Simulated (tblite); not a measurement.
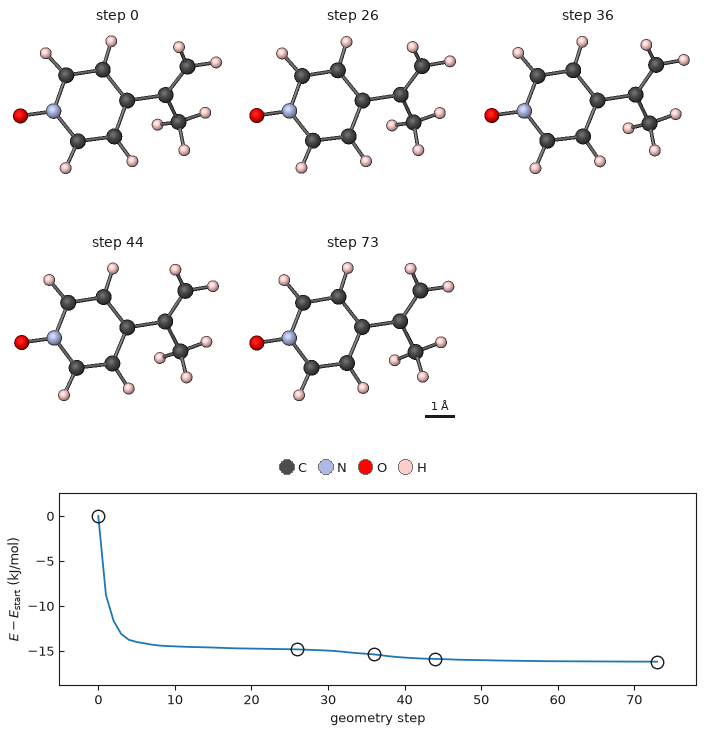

Frames of a relaxation of C$_{8}$H$_{9}$NO, marked on the history of the run. Style: ball-and-stick. Shown at a tilt.

Method: GFN2-xTB geometry optimisation, gas phase (tblite 0.8.0). 

Q: Describe the path.

A: An H atom moves most after the best rigid fit: 0.38 Å. Largest moves by element: H 0.38 Å, C 0.22 Å, O 0.05 Å, N 0.03 Å. Among the contacts that change: C–C 1.405 → 1.371 Å, C–N 1.382 → 1.354 Å, C–H 1.098 → 1.076 Å, N–O 1.274 → 1.255 Å. Bond angles that change, for instance: C–C–C 118.3° → 115.8°, C–C–H 125.3° → 122.8°, H–C–H 105.9° → 108.0°. After 73 geometry steps the energy has fallen by 16.2 kJ/mol. The run took 0.45 s on 1 thread of Arm Neoverse V2, with other jobs on the host. From step 0 to 26: an H atom moves most (0.07 Å), energy −14.8 kJ/mol. From step 26 to 36: an H atom moves most (0.13 Å), energy −0.55 kJ/mol. From step 36 to 44: an H atom moves most (0.14 Å), energy −0.51 kJ/mol. From step 44 to 73: an H atom moves most (0.10 Å), energy −0.30 kJ/mol.
